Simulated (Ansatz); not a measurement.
Crystal: CdSe, coordinates from a relaxation with DFT r2SCAN, scalar-relativistic, plane waves, PAW in Ansatz.

Space group F-43m (No. 216). a = 6.134 Å, b = 6.134 Å, c = 6.134 Å, α = 90.00°, β = 90.00°, γ = 90.00°
| atom | site | symmetry | x | y | z |
| --- | --- | --- | --- | --- | --- |
| Cd | 4a | -43m | 0.0000 | 0.0000 | 0.0000 |
| Se | 4c | -43m | 0.2500 | 0.7500 | 0.7500 |

Q: What does its first Brillouin zone look like, and which path through it is standard?

A: It has a face-centred cubic lattice (cF; extended symbol cF2). The zone is a truncated octahedron in its combinatorial type: 14 faces (6 with 4 edges, 8 with 6 edges), 36 edges, 24 vertices. Path: Γ–X–U | K–Γ–L–W–X.

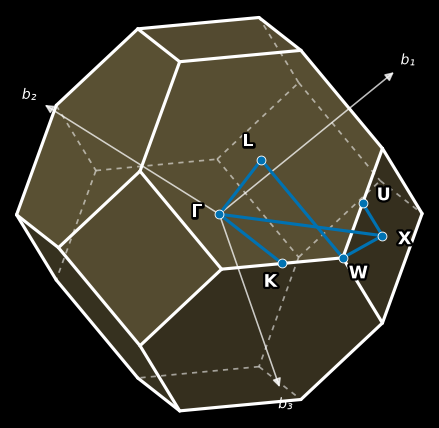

Labels and path follow the convention of Hinuma et al. (2017), as computed by seekpath; the arrows show the directions of the reciprocal primitive vectors b₁, b₂, b₃, in which coordinates are given; lengths include the factor 2π.

```tsv
point	k₁	k₂	k₃	length of k (1/Å)
Γ	0	0	0	0.000
X	1/2	0	1/2	1.024
L	1/2	1/2	1/2	0.887
W	1/2	1/4	3/4	1.145
K	3/8	3/8	3/4	1.087
U	5/8	1/4	5/8	1.087
```
